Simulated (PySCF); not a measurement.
# SnCl2 (SMILES [Cl][Sn][Cl]) at CISD/STO-6G

Aim: the energy change on altering one bond length of SnCl2 at CISD/STO-6G, from 2 runs. Input form: a Python script.

Program for the calculation: PySCF 2.14.0.

16 further runs of the same task are left out: 6 that didn't finish, 10 set aside as unsound or not needed.

## Step 1: The system as given

The species is SnCl2 (3 atoms), meant as a singlet with charge 0. As SMILES, `[Cl][Sn][Cl]`. The shape comes from GFN2-xTB, which is rough for such elements, and wasn't checked as a minimum.

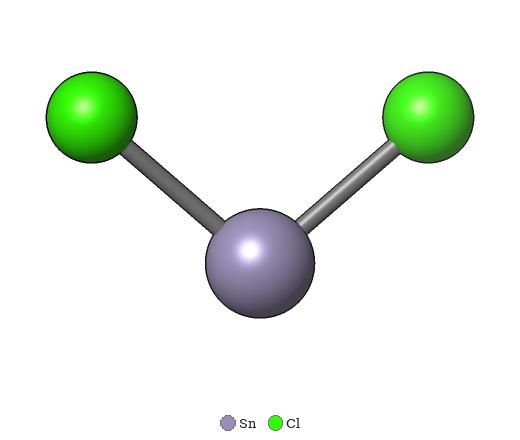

The structure, seen from a chosen angle (tin purple, chlorine green).

## Step 2: A single-point energy at CISD/STO-6G

The input, mol.xyz:

```xyz
3

Sn     0.004910    -0.007160    -1.023740
Cl     1.812600    -0.019020     0.521020
Cl    -1.817510     0.026180     0.502720
```

The input, job.py:

```python
# SnCl2
from pyscf import gto, scf, ci

mol = gto.M(
    atom='mol.xyz',
    spin=0,
    verbose=3,
    basis='sto-6g',
    max_memory=1860,
)

mf = scf.RHF(mol)
mf.conv_tol = 1e-10
mf.kernel()
if not mf.converged:
    mf = mf.newton().run(mf.mo_coeff, mf.mo_occ)

cisd = ci.CISD(mf, frozen=28)
cisd.kernel()
etot = cisd.e_tot
print('E(%s) = %.9f' % ('CISD', etot))
```

Run with:

```console
$ OMP_NUM_THREADS=1 python job.py
```

The program printed:

```text
converged SCF energy = -6910.42379188662
E(RCISD) = -6910.467191774937  E_corr = -0.04339988831953634
E(CISD) = -6910.467191775
```

It took 3.6 s on 1 thread of Intel Xeon Platinum 8488C (Sapphire Rapids), shared host; peak memory 0.12 GiB.

## Step 3: The distorted shape

The input, input.xyz:

```xyz
3

Sn    -3.248949     0.014188    -3.804322
Cl     1.812600    -0.019020     0.521020
Cl    -5.071369     0.047528    -2.277862
```

The input, calc.py:

```python
from pyscf import gto, ci

mol = gto.M(
    atom='input.xyz',
    max_memory=1860,
    basis='sto-6g',
    charge=0,
    verbose=3,
)

hf = mol.RHF()
hf.conv_tol = 1e-10
hf.kernel()
if not hf.converged:
    hf = hf.newton().run(hf.mo_coeff, hf.mo_occ)

cisd = ci.CISD(hf, frozen=28)
cisd.kernel()
etot = cisd.e_tot
print('Final energy', etot)
```

Run with:

```console
$ OMP_NUM_THREADS=1 python calc.py
```

The program printed:

```text
SCF not converged.
SCF energy = -6910.16180917442
converged SCF energy = -6910.16180999122
E(RCISD) = -6910.286857065568  E_corr = -0.1250470743493606
Final energy -6910.286857065568
```

Run time: 3 s. Hardware: 1 thread of Intel Xeon Platinum 8488C (Sapphire Rapids), shared host; peak memory 0.13 GiB.

## Step 4: What came out

At CISD/STO-6G, 28 core orbitals frozen:

| quantity | value |
| --- | --- |
| first shape: total energy | -6910.46719 Eh |
| first shape: dipole moment (Hartree–Fock density) | 3.52 D |
| first shape: HOMO energy (Hartree–Fock orbitals) | -6.97 eV |
| first shape: LUMO energy (Hartree–Fock orbitals) | 2.54 eV |
| first shape: HOMO–LUMO gap (Hartree–Fock orbitals) | 9.51 eV |
| first shape: correlation energy (28 core orbitals frozen) | -43.4 mEh |
| distorted shape: total energy | -6910.28686 Eh |
| distorted shape: dipole moment (Hartree–Fock density) | 20.37 D |
| distorted shape: HOMO energy (Hartree–Fock orbitals) | -2.98 eV |
| distorted shape: LUMO energy (Hartree–Fock orbitals) | -0.86 eV |
| distorted shape: HOMO–LUMO gap (Hartree–Fock orbitals) | 2.13 eV |
| distorted shape: correlation energy (28 core orbitals frozen) | -125.0 mEh |
| energy change with the Sn1–Cl2 bond stretched from 2.378 to 6.658 Å | 4.907 eV |

What this shows: One bond (distorted shape) is far stretched, which a spin-restricted single reference describes badly; a broken-symmetry solution may lie lower. With the Sn1–Cl2 bond stretched from 2.378 to 6.658 Å the energy rises by 4.91 eV (473 kJ/mol). The first shape isn't relaxed at this level, so the change isn't measured from a minimum. A restricted reference can't describe the breaking bond well at this length. The minimal basis adds a large error of its own. Relativity is left out (first shape) although the molecule holds a heavy atom. Relativity is left out (distorted shape) although the molecule holds a heavy atom.
